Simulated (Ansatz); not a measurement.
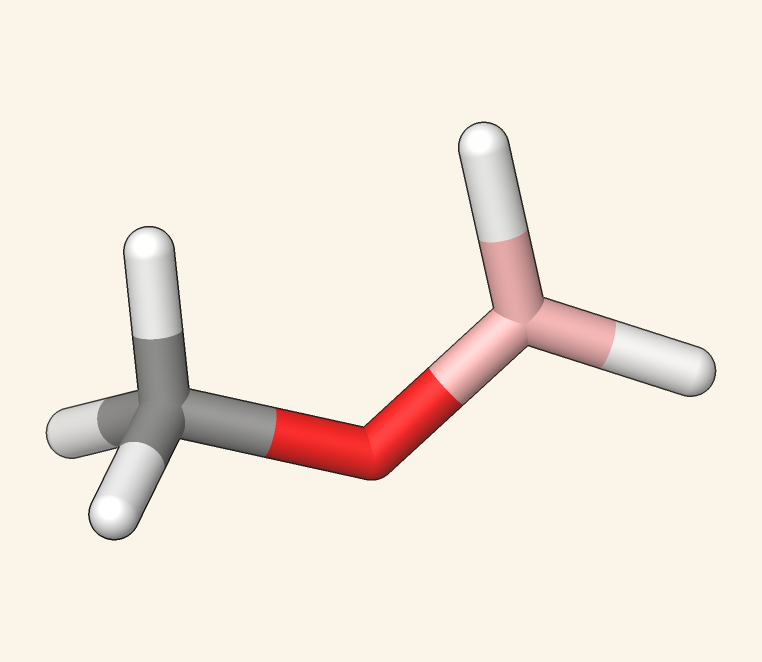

The picture shows a molecular structure as a stick model. Every bond is drawn as one stick, whatever its order. Colours: boron pink, hydrogen white, oxygen red, carbon grey.

The geometry was computed by an optimisation with PBE0-D4/def2-TZVP.

Count the atoms of each element.

Answer. CH₅BO, 8 atoms: 1 carbon, 5 hydrogen, 1 boron and 1 oxygen.

How many bonds of each kind are drawn?

Answer. 3 C–H, 2 B–H, 1 C–O, 1 B–O. Sticks follow a distance rule.

The parts below concern this one geometry. Atoms keep their numbers from picture to picture.

Symmetry

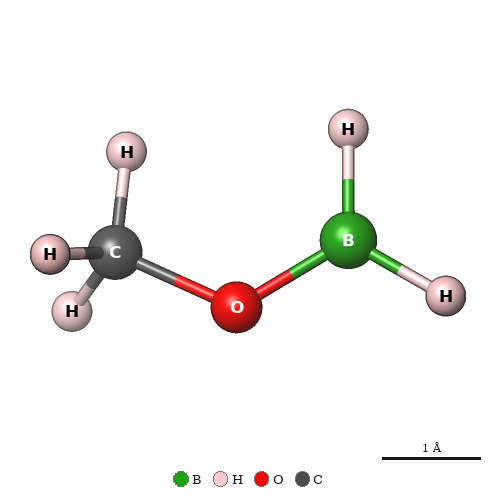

Depth is shown by fading: the farther an atom, the more it takes the colour of the background. Masses are those of the most abundant isotopes; constants are for the rigid equilibrium geometry.

Classify the rotor and give the rotational constants (GHz).

Answer. An asymmetric top (Cs): A = 51.6, B = 10.3, C = 9.11 GHz. Ray's parameter κ is −0.94, close to the prolate limit.

Electronic properties

Level of theory: RKS PBE0-D4/def2-TZVP (Ansatz 0.2.0).

Give the dipole moment at this level.

Answer. 1.67 D.

Estimate the dispersion correction.

Answer. −6.9 kJ/mol.

Charges

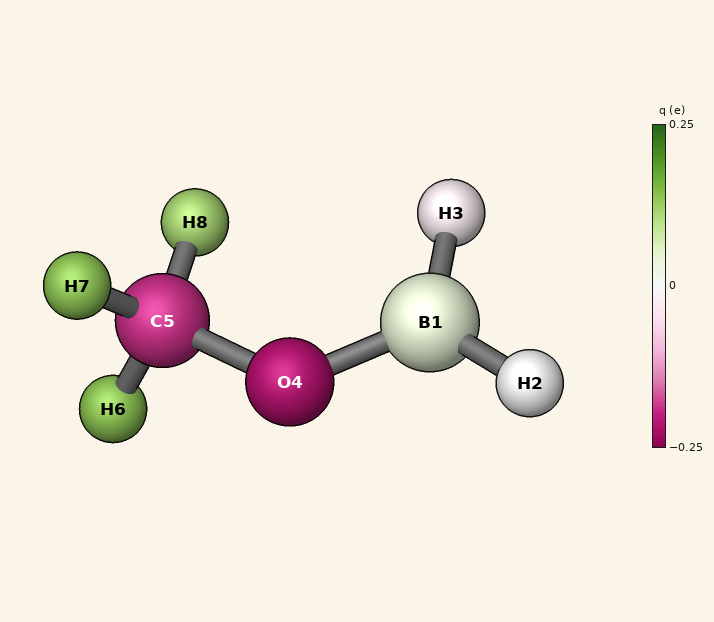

Atoms are coloured by their Mulliken charges. Method: RKS PBE0-D4/def2-TZVP (Ansatz 0.2.0).

Which atom carries the highest charge (most positive or least negative)?

Answer. H6, H7 (0.13 e).

And the lowest?

Answer. O4 (−0.21 e).

Give the Mulliken charges atom by atom.

```tsv
atom	value (e)
B1	0.04
H2	0.00
H3	−0.02
O4	−0.21
C5	−0.19
H6	0.13
H7	0.13
H8	0.11
```

Vibrations

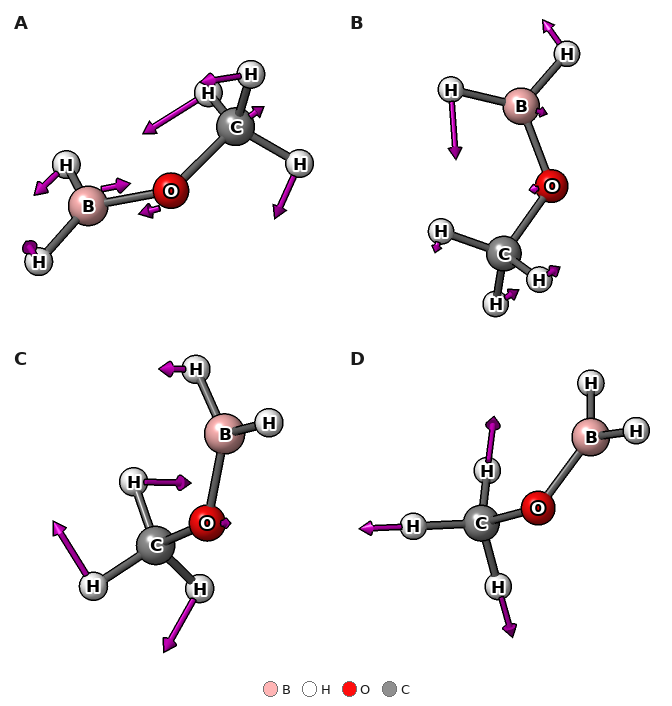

4 normal modes of one molecule or complex, as arrows. Harmonic vibrations computed with RKS PBE0-D4/def2-TZVP (Ansatz 0.2.0) at a stationary point of the same level.

Match the panels to the wavenumbers 145 cm⁻¹, 1029 cm⁻¹, 1402 cm⁻¹, 3041 cm⁻¹.

Answer. A: 1402 cm⁻¹
B: 1029 cm⁻¹
C: 145 cm⁻¹, a torsion or out-of-plane motion in which bond lengths and bond angles hardly change
D: 3041 cm⁻¹, in-phase stretching of 3 C–H bonds

Mulliken values depend strongly on the basis set and can even reverse the polarity of a bond.
